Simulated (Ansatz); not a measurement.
**C3H7F (2-fluoropropane) at BCCD(T)/cc-pVDZ**

What is the vertical ionisation energy of C3H7F (2-fluoropropane) at BCCD(T)/cc-pVDZ? 

The results are computed with Ansatz 0.2.0.

55 further runs of the same task are left out: 55 set aside as unsound or not needed.

## (1) The structure to begin with

The species is C3H7F (11 atoms), meant as a singlet with charge 0. SMILES: `CC(C)F`. The coordinates come from a PBE0-D4/def2-TZVP relaxation.

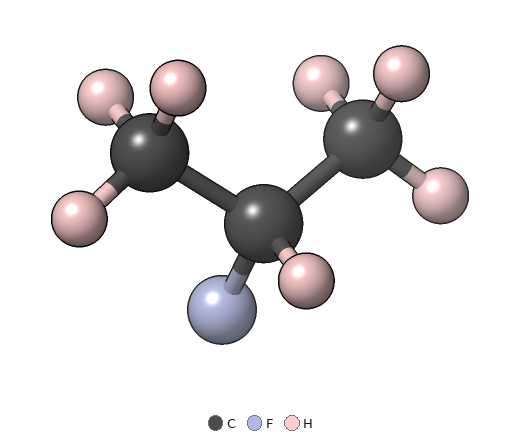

The structure, seen from a chosen angle (carbon dark grey, fluorine light blue, hydrogen pink).

## (2) The energy at BCCD(T)/cc-pVDZ

File input.yaml:

```yaml
crystal:
  periodic: [false, false, false]
  atoms:
    - {symbol: C, position_ang: [-0.234500, 1.045100, -0.703000]}
    - {symbol: C, position_ang: [-0.479600, -0.306600, -0.081300]}
    - {symbol: C, position_ang: [0.626400, -0.766200, 0.834700]}
    - {symbol: F, position_ang: [-0.614100, -1.242400, -1.108400]}
    - {symbol: H, position_ang: [-1.041900, 1.303400, -1.390000]}
    - {symbol: H, position_ang: [-0.180600, 1.814100, 0.071000]}
    - {symbol: H, position_ang: [0.707700, 1.043900, -1.256000]}
    - {symbol: H, position_ang: [-1.436600, -0.307200, 0.453700]}
    - {symbol: H, position_ang: [1.578500, -0.788700, 0.299400]}
    - {symbol: H, position_ang: [0.417300, -1.766700, 1.216600]}
    - {symbol: H, position_ang: [0.722800, -0.085600, 1.683800]}
basis:
  gaussian:
    orbitals: cc-pVDZ
correlation:
  method: bccd_t
  frozen_orbitals: {C: 1, F: 1, H: 0}
accuracy: high
scf:
  omitted_lower_state_checks: [cluster_reference, increment]
```

Launch:

```
$ ansatz run input.yaml --threads 1 --pin off --max-ram 3480MiB --events-out events.jsonl --progress --plain --runs-dir runs
```

Standard output, shortened:

```text
Warning: RAYON_NUM_THREADS=1 ignored (pool sized by the plan → 1); use --threads N
Functional definition: HF
  name "HF"
[...]
2224 factors; integrals over basis functions are off by at most 3.6e-9 eV
[...]
mean field -5908.51438183 eV, -217.1338985974 hartree, gradient 2.3e-8 eV, S^2 0.000000; 0 other end points of the search recorded, 0 dependent functions left out
4 core orbitals not correlated: weight in the atoms' cores, before any rotation towards them, 1.000 or more for the frozen orbitals, at most 0.000 for the correlated occupied ones
reference -5908.51438183 eV, -217.1338985974 hartree; 13, 13 occupied and 74, 74 virtual orbitals, 2224 factors
second order -16.83505957 eV of doubles, -0.00000000 eV of singles
cycle   1  -17.63035835 eV  change   -8.0e-1 eV  update   8.2e-2
[...]
cycle  19  -18.10705461 eV  change  -7.3e-10 eV  update   2.0e-9
perturbative correction -0.46779152 eV, -0.0171910213 hartree
Total energy: -5927.08922796 eV, -217.8165116022 hartree
Checks for a lower state left out: cluster_reference, increment
```

Wall time 36 s (1 thread of Arm Neoverse V1, shared host); peak memory 0.9 GiB.

## (3) The doublet cation at the same level

File molecule.yaml:

```yaml
crystal:
  periodic: [false, false, false]
  atoms:
    - {symbol: C, position_ang: [-0.234500, 1.045100, -0.703000]}
    - {symbol: C, position_ang: [-0.479600, -0.306600, -0.081300]}
    - {symbol: C, position_ang: [0.626400, -0.766200, 0.834700]}
    - {symbol: F, position_ang: [-0.614100, -1.242400, -1.108400]}
    - {symbol: H, position_ang: [-1.041900, 1.303400, -1.390000]}
    - {symbol: H, position_ang: [-0.180600, 1.814100, 0.071000]}
    - {symbol: H, position_ang: [0.707700, 1.043900, -1.256000]}
    - {symbol: H, position_ang: [-1.436600, -0.307200, 0.453700]}
    - {symbol: H, position_ang: [1.578500, -0.788700, 0.299400]}
    - {symbol: H, position_ang: [0.417300, -1.766700, 1.216600]}
    - {symbol: H, position_ang: [0.722800, -0.085600, 1.683800]}
basis:
  gaussian: {orbitals: cc-pVDZ}
total_charge: 1
magnetization: {spin_polarized: true, initial_magnetization: 1}
correlation: {method: bccd_t, frozen_orbitals: {C: 1, F: 1, H: 0}}
accuracy: high
scf: {omitted_lower_state_checks: [cluster_reference, increment]}
```

Launch:

```
$ ansatz run molecule.yaml --threads 1 --pin off --max-ram 3480MiB --events-out events.jsonl --progress --plain --runs-dir runs
```

Standard output, shortened:

```text
Warning: RAYON_NUM_THREADS=1 ignored (pool sized by the plan → 1); use --threads N
[... 2 set-up lines as earlier in the session ...]
[...]
2224 factors; integrals over basis functions are off by at most 3.6e-9 eV
[...]
mean field -5896.86438313 eV, -216.7057690417 hartree, gradient 2.6e-8 eV, S^2 0.762209; 13 other end points of the search recorded, 0 dependent functions left out
4 core orbitals not correlated: weight in the atoms' cores, before any rotation towards them, 1.000 or more for the frozen orbitals, at most 0.000 for the correlated occupied ones
reference -5896.86438313 eV, -216.7057690417 hartree; 13, 12 occupied and 74, 75 virtual orbitals, 2224 factors
second order -15.82442780 eV of doubles, -0.00000000 eV of singles
cycle   1  -16.87662061 eV  change    -1.1e0 eV  update   1.2e-1
[...]
cycle  65  -17.82657135 eV  change  -3.3e-10 eV  update   2.0e-9
perturbative correction -0.58509028 eV, -0.0215016714 hartree
Total energy: -5915.27604476 eV, -217.3823851269 hartree
Checks for a lower state left out: cluster_reference, increment
```

Wall time 5.7 min (1 thread of Arm Neoverse V1, shared host); peak memory 1.8 GiB.

## (4) Summary of results

At BCCD(T)/cc-pVDZ, 4 core orbitals frozen:

| quantity | value |
| --- | --- |
| singlet C3H7F: total energy | -217.81651 Eh |
| singlet C3H7F: correlation energy (4 core orbitals frozen) | -682.6 mEh |
| singlet C3H7F: (T) correction | -17.19 mEh |
| doublet cation: total energy | -217.38239 Eh |
| doublet cation: correlation energy (4 core orbitals frozen) | -676.6 mEh |
| doublet cation: (T) correction | -21.50 mEh |
| doublet cation: ⟨S²⟩ of the reference determinant | 0.762 |
| vertical ionisation energy (to the doublet cation) | 11.813 eV |

In words: Removing an electron at fixed nuclei costs 11.81 eV (272 kcal/mol). The triples (singlet C3H7F) make up 2.5 % of the correlation energy. The triples (doublet cation) make up 3.2 % of the correlation energy.
